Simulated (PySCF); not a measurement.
# Si(vinyl)Cl3 (C₂H₃Cl₃Si): electronic structure

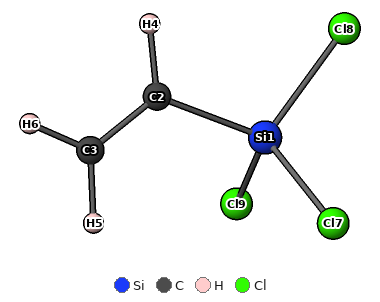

The molecule, with its atoms numbered as below. No frequency check shows the geometry to be a minimum.

Cartesian coordinates (Å):

```
Si1      0.0703    0.0005   -0.0760
C2      -1.3623    0.0031   -1.3053
C3      -2.6446    0.0005   -0.9694
H4      -1.1064    0.0070   -2.3576
H5      -2.9649   -0.0030    0.0597
H6      -3.4292    0.0019   -1.7088
Cl7     -0.0277    1.6197    1.1332
Cl8      1.8087    0.0412   -1.1069
Cl9      0.0165   -1.6629    1.0747
```

### 1. Bonding charge

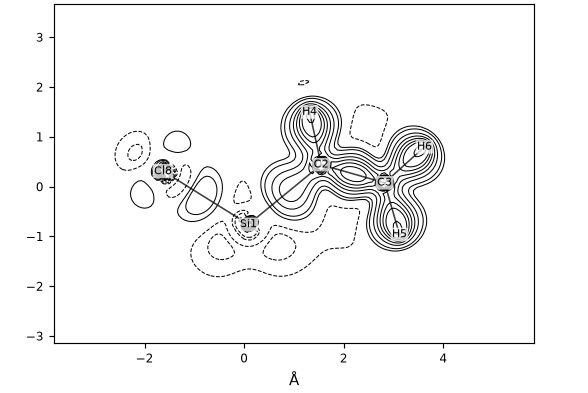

Deformation density (molecule less spherical, spin-averaged free atoms) in the plane of Si1, C2, C3, H4, H5, H6 and Cl8; contours at ±0.05 to ±0.8 e/Å³; solid lines: gain, dashed lines: loss.

PySCF calculation, PBE0/def2-SVP, gas phase; geometry: GFN2-xTB.

Q: Describe the bonding that the map shows.

A: C3–H5: +0.73 e/Å³ at the bond critical point (bond length 1.08 Å, Mayer order 1.0). C3–H6: +0.73 e/Å³ at the bond critical point (bond length 1.08 Å, Mayer order 1.0). C2–H4: +0.69 e/Å³ at the bond critical point (bond length 1.08 Å, Mayer order 0.9). C2–C3: +0.69 e/Å³ at the bond critical point (bond length 1.33 Å, Mayer order 2.0). Si1–C2: +0.19 e/Å³ at the bond critical point (bond length 1.89 Å, Mayer order 0.9). Si1–Cl8: +0.05 e/Å³ at the bond critical point (bond length 2.02 Å, Mayer order 1.1); up to 0.6 Å beside the axis the gain reaches +0.18 e/Å³. In all, 1.9 electrons gather in the regions of gain relative to the promolecule. A small or negative value marks a very polar bond, one between electron-rich atoms, whose free-atom densities already overlap strongly, a long bond to a heavier atom, or a closed-shell contact such as a hydrogen bond.

Q: Where do the Hirshfeld charges lie?

A: The highest Hirshfeld charge is on Si1 (+0.34 e), the lowest on C2 (−0.15 e).

```json
{"atom": "Si1", "charge (e)": "+0.34"}
{"atom": "C2", "charge (e)": "−0.15"}
{"atom": "C3", "charge (e)": "−0.06"}
{"atom": "H4", "charge (e)": "+0.05"}
{"atom": "H5", "charge (e)": "+0.05"}
{"atom": "H6", "charge (e)": "+0.06"}
{"atom": "Cl7", "charge (e)": "−0.10"}
{"atom": "Cl8", "charge (e)": "−0.09"}
{"atom": "Cl9", "charge (e)": "−0.10"}
```

### 2. Bond critical points

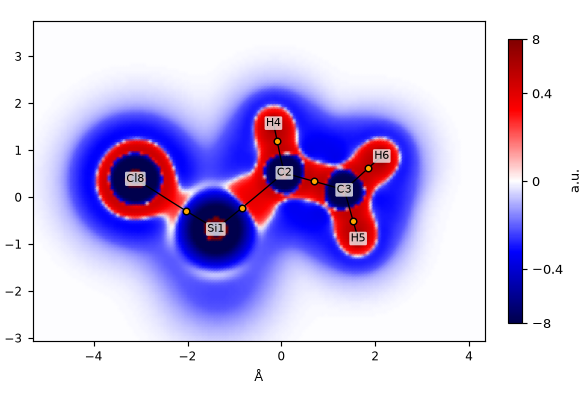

Negative Laplacian of the density (−∇²ρ) in the plane of Si1, C2, C3, H4, H5, H6 and Cl8 (red positive, blue negative, colour scale in a.u., logarithmic beyond ±0.04), with bond paths and bond critical points (dots).

Q: Sort the bonds in the plane by the sign of ∇²ρ at their critical points.

A: Concentrated (∇²ρ < 0): C2–C3 (−0.91 a.u.); C3–H5 (−1.11 a.u.); C3–H6 (−1.11 a.u.); C2–H4 (−1.04 a.u.). Depleted (∇²ρ > 0): Si1–C2 (+0.30 a.u., H = −0.065); Si1–Cl8 (+0.32 a.u., H = −0.044). A positive Laplacian with clearly negative H marks a strongly polar covalent bond, whose critical point lies close to the core of the less electronegative atom.

Q: Where along C3–H6 does the critical point lie?

A: 0.69 Å from C3 and 0.39 Å from H6.

### 3. Local ionisation energy

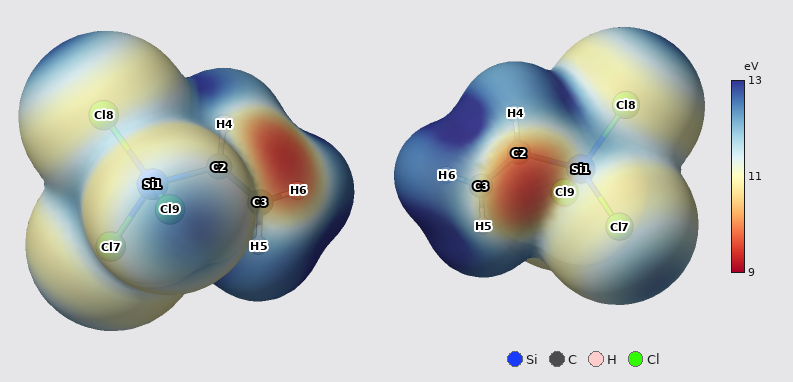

Average local ionisation energy on the surface of electron density 0.001 a.u. (back view left, front view right).

Q: Locate the minima of the map.

A: The lowest value is 9.5 eV, off the C2–C3 bond (2.1 to 2.2 Å from its atoms), and at like points elsewhere. Further minima include 10.8 eV, 2.1 Å from Cl7. For comparison, the highest occupied orbital lies at −8.4 eV.

Q: What volume does the surface enclose, and what is the dipole moment?

A: About 154 Å³; the dipole moment is 1.9 D.

### 4. Removing or adding an electron

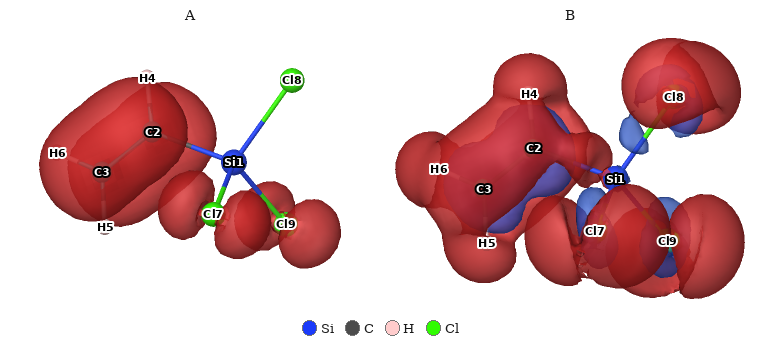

The Fukui function f⁻ from two separate SCF calculations and the density of the HOMO, at ±0.01 e/Å³ (red positive, blue negative).

PySCF calculation, TPSS/def2-SVPD, gas phase; geometry: GFN2-xTB.

Q: Which panel is which, and how good is the frozen-orbital picture?

A: B is f⁻ (it has negative regions), A the HOMO density. The HOMO lies on C2 and C3 (36 % each) and Cl7 and Cl9 (8 % each); f⁻ (Hirshfeld-condensed) is largest on Cl9 (0.18), Cl7 (0.17) and C3 (0.16); the vertical ionisation energy is 10.18 eV (the stability of the cation's solution wasn't checked). Relaxation shifts 42 % of the electron between atoms. The orbital energy is −7.42 eV.

The PySCF runs shown took 31 s and 9.8 min on 1 thread of Intel(R) Xeon(R) Processor @ 2.50GHz (Skylake/Cascade Lake) (shared host).
